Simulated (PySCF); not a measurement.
**Ga²⁺: interval between two levels with spin-orbit coupling**

Wanted: the interval between two levels of gallium, up a ladder of methods.

Program: PySCF 2.14.0. Level of theory: two-component X2C-1e, generalised determinants. These are calculated values, not measurements, unless marked.

## Step 1: Starting point

| Quantity | Value |
| --- | --- |
| Element | gallium (Z = 31) |
| Basis | x2c-SVPall-2c with one added diffuse shell each of s, p, d type (6s7p4d, 47 functions) |
| Hamiltonian | two-component X2C-1e, Gaussian nucleus, no Breit or QED terms; spin-orbit coupling, run by run: off; screened by Boettger's factors |
| Core shells frozen in the correlated runs | [Ne] (for Ga²⁺) |
| State 1 | Ga²⁺ 3d10 4s1 2S1/2: [Ar] 3d10 4s1; 4s1/2 filled at m_j = +1/2 |
| State 2 | Ga²⁺ 3d9 4s2 2D5/2: [Ar] 3d9 4s2; 3d3/2 filled at m_j = -3/2, -1/2, +1/2, +3/2; 3d5/2 filled at m_j = -3/2, -1/2, +1/2, +3/2, +5/2 |
| Methods | GHF, GMP2 |

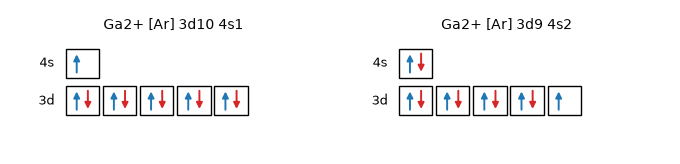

The shells outside the core, filled by Hund's rule for the drawing.

A driver program built on PySCF's X2C-1e integrals ran all steps in one process from the settings above; there is no separate input file.

It was started by

```console
$ OMP_NUM_THREADS=1 python sorun2.py TASK.json OUT
```

The integrals over 47 functions and the set-up took 0.94 s of CPU time.

## Step 2: Ga²⁺ 3d10 4s1 2S1/2

Level: GHF (spin-free).

What it wrote:

```text
cycle= 1 E= -1940.9423728384  delta_E= -1.94e+03  |FDS-SDF|= 0.00544
cycle= 2 E= -1940.9437546374  delta_E= -0.00138  |FDS-SDF|= 0.00229
cycle= 3 E= -1940.9438985372  delta_E= -0.000144  |FDS-SDF|= 0.00121
cycle= 4 E= -1940.9439165275  delta_E= -1.8e-05  |FDS-SDF|= 0.000132
cycle= 5 E= -1940.9439169695  delta_E= -4.42e-07  |FDS-SDF|= 2.5e-05
cycle= 6 E= -1940.9439169998  delta_E= -3.03e-08  |FDS-SDF|= 2.27e-06
cycle= 7 E= -1940.9439170000  delta_E= -2.25e-10  |FDS-SDF|= 1.06e-07
```

It took 0.42 s on 1 thread of Neoverse-N1, shared host, the integrals not counted.

Occupied spinors (without spin-orbit coupling the j labels only name the start):

| spinor shell | electrons | mean energy (eV) | weight of the nominal j | rms radius (bohr) |
| --- | --- | --- | --- | --- |
| 1s1/2 | 2 | -10457.9 | 1.000 | 0.0561 |
| 2s1/2 | 2 | -1360.5 | 1.000 | 0.236 |
| 2p3/2 | 4 | -1182.9 | 0.833 | 0.211 |
| 2p1/2 | 2 | -1182.9 | 0.667 | 0.211 |
| 3s1/2 | 2 | -199.12 | 1.000 | 0.699 |
| 3p3/2 | 4 | -143.33 | 0.833 | 0.737 |
| 3p1/2 | 2 | -143.33 | 0.667 | 0.737 |
| 3d5/2 | 6 | -51.946 | 0.800 | 0.888 |
| 3d3/2 | 4 | -51.946 | 0.700 | 0.888 |
| 4s1/2 | 1 | -29.672 | 1.000 | 2.31 |

M_J = 1/2, ⟨J²⟩ = 0.750, ⟨L²⟩ = 0.000, ⟨S²⟩ = 0.750.

Level: GMP2 (spin-free).

This step left no log, only its results.

It took 0.32 s on 1 thread of Neoverse-N1, shared host, the integrals not counted.

With 19 electrons correlated and 6 very high virtual spinors dropped, the MP2 correlation energy is -0.27043 hartree. Largest pairs: 3d3/2-3d5/2 -0.0701, 3d5/2-3d5/2 -0.0470, 3d5/2-3p3/2 -0.0350, 3d3/2-3p3/2 -0.0242, 3d3/2-3d3/2 -0.0197.

Level: GHF (screened spin-orbit).

What it wrote:

```text
cycle= 1 E= -1940.9922599794  delta_E= -1.94e+03  |FDS-SDF|= 0.00676
cycle= 2 E= -1940.9938027503  delta_E= -0.00154  |FDS-SDF|= 0.00234
cycle= 3 E= -1940.9939519559  delta_E= -0.000149  |FDS-SDF|= 0.00115
cycle= 4 E= -1940.9939689506  delta_E= -1.7e-05  |FDS-SDF|= 0.000277
cycle= 5 E= -1940.9939700573  delta_E= -1.11e-06  |FDS-SDF|= 2.91e-05
cycle= 6 E= -1940.9939700939  delta_E= -3.67e-08  |FDS-SDF|= 3.39e-06
cycle= 7 E= -1940.9939700944  delta_E= -4.78e-10  |FDS-SDF|= 1.56e-07
```

Time after the integrals: 0.42 s (1 thread of Neoverse-N1, shared host).

The outer occupied spinors:

| spinor shell | electrons | mean energy (eV) | weight of the nominal j | rms radius (bohr) |
| --- | --- | --- | --- | --- |
| 2p1/2 | 2 | -1201.9 | 1.000 | 0.209 |
| 2p3/2 | 4 | -1173.6 | 1.000 | 0.212 |
| 3s1/2 | 2 | -199.12 | 1.000 | 0.699 |
| 3p1/2 | 2 | -146.00 | 1.000 | 0.730 |
| 3p3/2 | 4 | -142.03 | 1.000 | 0.741 |
| 3d3/2 | 4 | -52.263 | 0.991 | 0.885 |
| 3d5/2 | 6 | -51.736 | 0.994 | 0.890 |
| 4s1/2 | 1 | -29.673 | 1.000 | 2.31 |

M_J = 1/2, ⟨J²⟩ = 0.750, ⟨L²⟩ = 0.002, ⟨S²⟩ = 0.752.

Level: GMP2 (screened spin-orbit).

No log was kept for this step.

It took 0.27 s on 1 thread of Neoverse-N1, shared host, the integrals not counted.

With 19 electrons correlated and 6 very high virtual spinors dropped, the MP2 correlation energy is -0.27042 hartree. Largest pairs: 3d3/2-3d5/2 -0.0711, 3d5/2-3d5/2 -0.0468, 3d5/2-3p3/2 -0.0347, 3d3/2-3p3/2 -0.0246, 3d3/2-3d3/2 -0.0189.

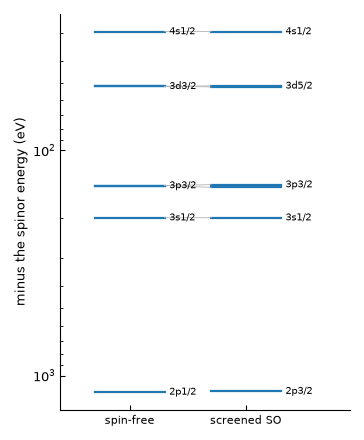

The highest 7 spinor levels of Ga²⁺ 3d10 4s1 2S1/2 on a logarithmic scale, without and with spin-orbit coupling.

## Step 3: Ga²⁺ 3d9 4s2 2D5/2: the ladder of methods

Level: GHF (spin-free).

What it wrote:

```text
cycle= 1 E= -1940.3478940028  delta_E= -1.94e+03  |FDS-SDF|= 0.0213
cycle= 2 E= -1940.3522987771  delta_E= -0.0044  |FDS-SDF|= 0.00843
cycle= 3 E= -1940.3529832044  delta_E= -0.000684  |FDS-SDF|= 0.00236
cycle= 4 E= -1940.3530497654  delta_E= -6.66e-05  |FDS-SDF|= 0.000198
cycle= 5 E= -1940.3530504433  delta_E= -6.78e-07  |FDS-SDF|= 3.34e-05
cycle= 6 E= -1940.3530504637  delta_E= -2.04e-08  |FDS-SDF|= 3.12e-06
cycle= 7 E= -1940.3530504638  delta_E= -1.89e-10  |FDS-SDF|= 2.36e-07
```

It took 0.43 s on 1 thread of Neoverse-N1, shared host, the integrals not counted.

Occupied spinors (without spin-orbit coupling the j labels only name the start):

| spinor shell | electrons | mean energy (eV) | weight of the nominal j | rms radius (bohr) |
| --- | --- | --- | --- | --- |
| 1s1/2 | 2 | -10469.9 | 1.000 | 0.0561 |
| 2s1/2 | 2 | -1373.4 | 1.000 | 0.236 |
| 2p3/2 | 4 | -1195.2 | 0.833 | 0.211 |
| 2p1/2 | 2 | -1196.4 | 0.667 | 0.211 |
| 3s1/2 | 2 | -209.59 | 1.000 | 0.696 |
| 3p3/2 | 4 | -152.28 | 0.833 | 0.730 |
| 3p1/2 | 2 | -154.84 | 0.667 | 0.729 |
| 3d5/2 | 5 | -61.891 | 0.760 | 0.841 |
| 3d3/2 | 4 | -62.841 | 0.700 | 0.837 |
| 4s1/2 | 2 | -31.591 | 1.000 | 2.24 |

M_J = 5/2, ⟨J²⟩ = 8.753, ⟨L²⟩ = 6.003, ⟨S²⟩ = 0.750.

Level: GMP2 (spin-free).

The driver printed no log here.

It took 0.27 s on 1 thread of Neoverse-N1, shared host, the integrals not counted.

With 19 electrons correlated and 6 very high virtual spinors dropped, the MP2 correlation energy is -0.22307 hartree. Largest pairs: 3d3/2-3d5/2 -0.0429, 4s1/2-4s1/2 -0.0259, 3d5/2-3p3/2 -0.0258, 3d5/2-3d5/2 -0.0247, 3d3/2-3p3/2 -0.0212.

Level: GHF (screened spin-orbit).

What it wrote:

```text
cycle= 1 E= -1940.4045655504  delta_E= -1.94e+03  |FDS-SDF|= 0.0214
cycle= 2 E= -1940.4091495870  delta_E= -0.00458  |FDS-SDF|= 0.00837
cycle= 3 E= -1940.4098247248  delta_E= -0.000675  |FDS-SDF|= 0.00242
cycle= 4 E= -1940.4098937492  delta_E= -6.9e-05  |FDS-SDF|= 0.000202
cycle= 5 E= -1940.4098944528  delta_E= -7.04e-07  |FDS-SDF|= 3.36e-05
cycle= 6 E= -1940.4098944734  delta_E= -2.06e-08  |FDS-SDF|= 3.3e-06
cycle= 7 E= -1940.4098944736  delta_E= -2.11e-10  |FDS-SDF|= 2.56e-07
```

It took 0.43 s on 1 thread of Neoverse-N1, shared host, the integrals not counted.

The outer occupied spinors:

```
spinor shell  electrons  mean energy (eV)  weight of the nominal j  rms radius (bohr)
       2p1/2          2           -1215.0                    0.999              0.209
       2p3/2          4           -1186.2                    1.000              0.212
       3s1/2          2           -209.57                    1.000              0.696
       3p1/2          2           -157.12                    0.957              0.723
       3p3/2          4           -151.16                    0.979              0.733
       3d3/2          4           -63.132                    0.840              0.835
       3d5/2          5           -61.675                    0.872              0.843
       4s1/2          2           -31.589                    1.000               2.24
```

M_J = 5/2, ⟨J²⟩ = 8.753, ⟨L²⟩ = 6.004, ⟨S²⟩ = 0.752. Rows whose weight is well below 1 mix j = l ± 1/2: exchange competes with spin-orbit coupling there.

Level: GMP2 (screened spin-orbit).

The driver printed no log here.

It took 0.26 s on 1 thread of Neoverse-N1, shared host, the integrals not counted.

With 19 electrons correlated and 6 very high virtual spinors dropped, the MP2 correlation energy is -0.22302 hartree. Largest pairs: 3d3/2-3d5/2 -0.0452, 4s1/2-4s1/2 -0.0259, 3d5/2-3p3/2 -0.0254, 3d5/2-3d5/2 -0.0237, 3d3/2-3p3/2 -0.0216.

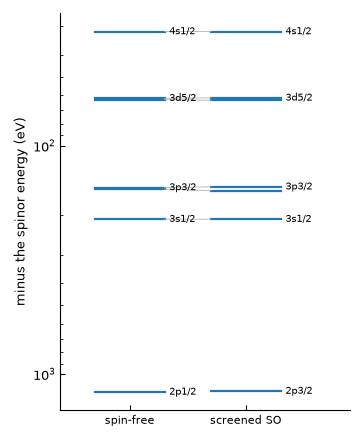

The highest 7 spinor levels of Ga²⁺ 3d9 4s2 2D5/2 on a logarithmic scale, without and with spin-orbit coupling.

## Step 4: Differences of total energies

Interval between two levels: Ga²⁺ [Ar] 3d10 4s1 [4s1/2^1, M_J = 1/2] → Ga²⁺ [Ar] 3d9 4s2 [3d3/2^4 3d5/2^5, M_J = 5/2].

```csv
method,value (eV),"CPU time, both states (s)"
GHF (spin-free),16.078,0.85
GMP2 (spin-free),17.367,1.4
GHF (screened spin-orbit),15.894,0.85
GMP2 (screened spin-orbit),17.183,1.4
```

Times are CPU seconds on a shared host without the integrals; correlated rows include their Hartree-Fock run.

## Step 5: Results

```
                                         quantity                                                         value
interval between two levels, Ga²⁺ → 3d9 4s2 2D5/2  GHF (spin-free) 16.078, GMP2 (screened spin-orbit) 17.183 eV
```

What this shows: The methods span 1.474 eV, from GHF (screened spin-orbit) (15.894) to GMP2 (spin-free) (17.367). No reference value is at hand in this session. Spin-orbit coupling moves the difference by -0.184 eV at GMP2. All values hold for this basis alone; no basis-set limit was taken.
